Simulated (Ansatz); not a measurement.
# GeH2 (SMILES [GeH2]) at HF/def2-TZVPPD

Aim: the vertical ionisation energy of GeH2 at HF/def2-TZVPPD, from 2 runs. 

Program for the calculation: Ansatz 0.2.0.

34 further runs of the same task are left out: 34 set aside as unsound or not needed.

### Step 1. The structure to begin with

GeH2 has 3 atoms, charge 0, and is taken as a singlet. As SMILES, `[GeH2]`. The coordinates come from a PBE0-D4/def2-TZVP relaxation.

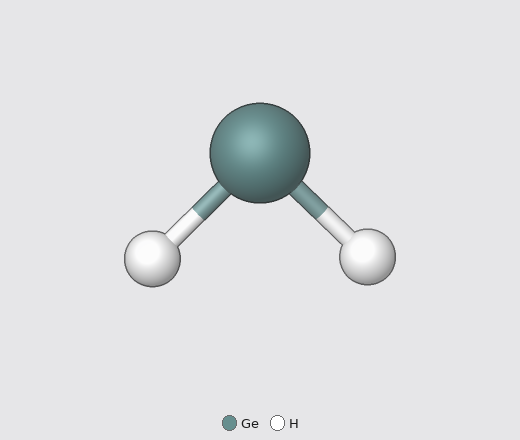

The structure, seen from a chosen angle (germanium teal, hydrogen white).

### Step 2. A single-point energy at HF/def2-TZVPPD

Input file run.yaml:

```yaml
crystal:
  periodic: [false, false, false]
  atoms:
    - {symbol: Ge, position_ang: [-0.570100, 0.405100, -0.263700]}
    - {symbol: H, position_ang: [0.783000, 0.743600, 0.509000]}
    - {symbol: H, position_ang: [-0.212900, -1.148700, -0.245300]}
basis:
  gaussian: {orbitals: def2-TZVPPD.json}
hamiltonian: {xc: hf}
accuracy: high
output: {orbitals: {seedname: orbitals}}
```

The basis set def2-TZVPPD is read from a file made from the Basis Set Exchange's data (not shown).

The run is started by

```sh
$ ansatz run run.yaml --threads 1 --pin off --max-ram 3480MiB --events-out events.jsonl --progress --plain --runs-dir runs
```

Log:

```text
Warning: RAYON_NUM_THREADS=1 ignored (pool sized by the plan → 1); use --threads N
Functional definition: HF
  name "HF"
  exchange = exact_x
  correlation = 0
1286 factors; integrals over basis functions are off by at most 4.5e-9 eV
mean field evaluation 1: about -56503.4402 eV, gradient 7.9e0 eV
mean field evaluation 2: about -56503.4663 eV, gradient 8.0e0 eV
mean field evaluation 4: about -56503.8061 eV, gradient 1.8e0 eV
mean field evaluation 8: about -56503.8122 eV, gradient 6.4e-4 eV
mean field -56503.81218867 eV, -2076.4767982741 hartree, gradient 7.3e-8 eV, S^2 0.000000; 0 other end points of the search recorded, 0 dependent functions left out
reference -56503.81218867 eV, -2076.4767982741 hartree; 17, 17 occupied and 71, 71 virtual orbitals, 1286 factors
Total energy: -56503.81218867 eV, -2076.4767982741 hartree
```

Wall time 1.2 s (1 thread of Arm Neoverse V2, shared host); peak memory 0.16 GiB.

### Step 3. The doublet cation

Input file molecule.yaml:

```yaml
crystal:
  periodic: [false, false, false]
  atoms:
    - {symbol: Ge, position_ang: [-0.570100, 0.405100, -0.263700]}
    - {symbol: H, position_ang: [0.783000, 0.743600, 0.509000]}
    - {symbol: H, position_ang: [-0.212900, -1.148700, -0.245300]}
basis:
  gaussian:
    orbitals: def2-TZVPPD.json
total_charge: 1
magnetization:
  spin_polarized: true
  initial_magnetization: 1
hamiltonian:
  xc: hf
accuracy: high
output: {orbitals: {seedname: orbitals}}
```

The basis set def2-TZVPPD is read from a file made from the Basis Set Exchange's data (not shown).

The run is started by

```sh
$ ansatz run molecule.yaml --threads 1 --pin off --max-ram 3480MiB --events-out events.jsonl --progress --plain --runs-dir runs
```

Log:

```text
Warning: RAYON_NUM_THREADS=1 ignored (pool sized by the plan → 1); use --threads N
Functional definition: HF
  name "HF"
  exchange = exact_x
  correlation = 0
1286 factors; integrals over basis functions are off by at most 4.5e-9 eV
mean field evaluation 1: about -56494.7038 eV, gradient 8.1e0 eV
mean field evaluation 2: about -56494.7053 eV, gradient 8.1e0 eV
mean field evaluation 4: about -56495.3466 eV, gradient 1.1e0 eV
mean field evaluation 8: about -56495.3636 eV, gradient 4.3e-4 eV
mean field -56495.36362038 eV, -2076.1663191160 hartree, gradient 1.0e-8 eV, S^2 0.766595; 0 other end points of the search recorded, 0 dependent functions left out
reference -56495.36362038 eV, -2076.1663191160 hartree; 17, 16 occupied and 71, 72 virtual orbitals, 1286 factors
Total energy: -56495.36362038 eV, -2076.1663191160 hartree
```

It took 1.7 s on 1 thread of Arm Neoverse V2, shared host; peak memory 0.2 GiB.

### Step 4. What came out

At HF/def2-TZVPPD:

```
                                          quantity           value
                        singlet GeH2: total energy  -2076.47680 Eh
                         singlet GeH2: HOMO energy        -9.20 eV
                         singlet GeH2: LUMO energy         0.17 eV
                       singlet GeH2: HOMO–LUMO gap         9.37 eV
                      doublet cation: total energy  -2076.16632 Eh
doublet cation: HOMO energy (highest over α and β)       -18.53 eV
 doublet cation: LUMO energy (lowest over α and β)        -7.79 eV
                              doublet cation: ⟨S²⟩           0.767
vertical ionisation energy (to the doublet cation)        8.449 eV
```

What this shows: Removing an electron at fixed nuclei costs 8.45 eV (815 kJ/mol). −ε(HOMO) before ionisation, 9.20 eV, is 0.75 eV above this ionisation energy.
